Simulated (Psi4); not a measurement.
# AlH3F− (SMILES [H][Al-]([H])([H])[F]): M06-2X/cc-pVTZ-DK (sfX2C, sweep point 2)

Aim: the energy change on altering one bond length of AlH3F− at M06-2X/cc-pVTZ-DK (sfX2C, sweep point 2), from 2 runs. 

The results are computed with Psi4 1.11.

## (1) The molecule

The species is AlH3F− (5 atoms), meant as a singlet with charge -1. As SMILES, `[H][Al-]([H])([H])[F]`. The shape comes from GFN2-xTB, which is rough for such elements, and wasn't checked as a minimum.

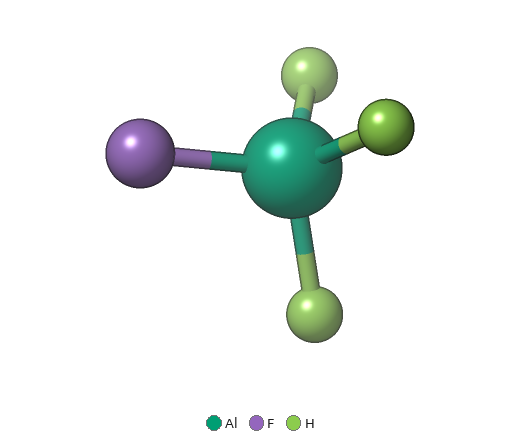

The structure, seen from a chosen angle (aluminium teal, fluorine purple, hydrogen green).

## (2) The energy at M06-2X/cc-pVTZ-DK (sfX2C, sweep point 2)

calc.in reads:

```
memory 1600 mb

molecule mol {
  -1 1
  Al    -0.000570     0.000210    -0.037540
  F      0.011440    -0.019350     1.657940
  H      1.529880     0.011490    -0.550320
  H     -0.774560     1.332620    -0.519830
  H     -0.766190    -1.324970    -0.550240
  symmetry c1
}

set basis cc-pVTZ-DK
set puream true
set scf_type pk
set dft_radial_points 99
set dft_spherical_points 590
set relativistic x2c

energy("m06-2x")
```

Run with:

```
psi4 calc.in calc.out -n 1
```

calc.out:

```text
[...]
  Running in c1 symmetry.
[...]
  Nuclear repulsion =   55.225952683022818
[...]
  Multiplicity = 1
[...]
  Nalpha       = 13
  Nbeta        = 13
[...]
    Number of basis functions: 106
[...]
    WARNING: The X2C and Dirac Hamiltonians have substatially different eigenvalues!
             This is probably caused by the recontraction of the basis set.
[...]
   @RKS iter   1:  -344.60245571971558   -7.09204e-01   4.71244e-03 ADIIS/DIIS
[...]
   @RKS iter   7:  -344.70126882574959   -2.59348e-08   3.30741e-07 DIIS
[...]
    Orbital Energies [Eh]
    ---------------------
    Doubly Occupied:
       1A    -56.733033     2A    -24.984834     3A     -4.148204
       4A     -2.633051     5A     -2.631844     6A     -2.631841
       7A     -1.051782     8A     -0.326833     9A     -0.270772
      10A     -0.270769    11A     -0.222185    12A     -0.122904
      13A     -0.122794
[...]
  @RKS Final Energy:  -344.70126882574959
   => Energetics <=
    Nuclear Repulsion Energy =             55.2259526830228182
    One-Electron Energy =                -595.6280560149632493
    Two-Electron Energy =                 210.2570032709151064
    DFT Exchange-Correlation Energy =     -14.5561687647242586
    Empirical Dispersion Energy =           0.0000000000000000
    VV10 Nonlocal Energy =                  0.0000000000000000
    Total Energy =                       -344.7012688257495938
[...]
 Multipole Moments:
 ------------------------------------------------------------------------------------
     Multipole            Electronic (a.u.)      Nuclear  (a.u.)        Total (a.u.)
 ------------------------------------------------------------------------------------
 L = 1.  Multiply by 2.5417464519 to convert [e a0] to [Debye]
 Dipole X            :          0.0286580           -0.0241240            0.0045340
 Dipole Y            :         -0.0529773            0.0425868           -0.0103905
 Dipole Z            :          4.4081355           -3.6026917            0.8054438
 Magnitude           :                                                    0.8055236
[...]
```

It took 15 s on 1 thread of Intel Xeon 6975P-C (Granite Rapids), shared host; peak memory 0.85 GiB.

## (3) The distorted shape, same level

calc.in reads:

```
memory 1600 mb

molecule {
  -1 1
  Al     0.154210    -0.266241     0.058907
  F      0.166220    -0.285801     1.754387
  H      1.684660    -0.254961    -0.453873
  H     -0.774560     1.332620    -0.519830
  H     -0.611410    -1.591421    -0.453793
  symmetry c1
}

set basis cc-pVTZ-DK
set puream true
set scf_type pk
set dft_radial_points 99
set dft_spherical_points 590
set relativistic x2c

energy_value, wavefunction = energy('m06-2x', return_wfn=True)
```

Run with:

```
psi4 -n 1 calc.in calc.out
```

calc.out:

```text
[...]
  Running in c1 symmetry.
[...]
  Nuclear repulsion =   54.319494369335068
[...]
  Multiplicity = 1
[...]
  Nalpha       = 13
  Nbeta        = 13
[...]
    Number of basis functions: 106
[...]
    WARNING: The X2C and Dirac Hamiltonians have substatially different eigenvalues!
             This is probably caused by the recontraction of the basis set.
[...]
   @RKS iter   1:  -344.59459427355989   -7.52023e-01   4.64601e-03 DIIS/ADIIS
[...]
   @RKS iter   7:  -344.68937020277997   -3.22868e-08   3.69361e-07 DIIS
[...]
    Orbital Energies [Eh]
    ---------------------
    Doubly Occupied:
       1A    -56.761253     2A    -24.996116     3A     -4.172498
       4A     -2.657392     5A     -2.656351     6A     -2.656078
       7A     -1.062317     8A     -0.335174     9A     -0.280937
      10A     -0.279944    11A     -0.222089    12A     -0.133387
      13A     -0.108696
[...]
  @RKS Final Energy:  -344.68937020277997
   => Energetics <=
    Nuclear Repulsion Energy =             54.3194943693350680
    One-Electron Energy =                -593.4697917724903391
    Two-Electron Energy =                 208.9914828033734864
    DFT Exchange-Correlation Energy =     -14.5305556029982110
    Empirical Dispersion Energy =           0.0000000000000000
    VV10 Nonlocal Energy =                  0.0000000000000000
    Total Energy =                       -344.6893702027799691
[...]
 Multipole Moments:
 ------------------------------------------------------------------------------------
     Multipole            Electronic (a.u.)      Nuclear  (a.u.)        Total (a.u.)
 ------------------------------------------------------------------------------------
 L = 1.  Multiply by 2.5417464519 to convert [e a0] to [Debye]
 Dipole X            :          0.3927614           -0.1662280            0.2265334
 Dipole Y            :         -0.6795456            0.2872164           -0.3923292
 Dipole Z            :          4.6084434           -3.6912401            0.9172034
 Magnitude           :                                                    1.0229866
[...]
```

Wall time 14 s (1 thread of Intel Xeon 6975P-C (Granite Rapids), shared host); peak memory 0.84 GiB.

## (4) Outcome

At M06-2X/cc-pVTZ-DK (sfX2C, sweep point 2):

| quantity | value |
| --- | --- |
| first shape: total energy | -344.70127 Eh |
| first shape: HOMO energy | -3.34 eV |
| first shape: LUMO energy | 6.14 eV |
| first shape: HOMO–LUMO gap (to an unbound level, set by the basis) | 9.48 eV |
| distorted shape: total energy | -344.68937 Eh |
| distorted shape: HOMO energy | -2.96 eV |
| distorted shape: LUMO energy | 6.01 eV |
| distorted shape: HOMO–LUMO gap (to an unbound level, set by the basis) | 8.97 eV |
| energy change with the Al1–H4 bond stretched from 1.615 to 1.938 Å | 0.324 eV |

With the Al1–H4 bond stretched from 1.615 to 1.938 Å the energy rises by 0.32 eV (7.5 kcal/mol). The first shape isn't relaxed at this level, so the change isn't measured from a minimum.
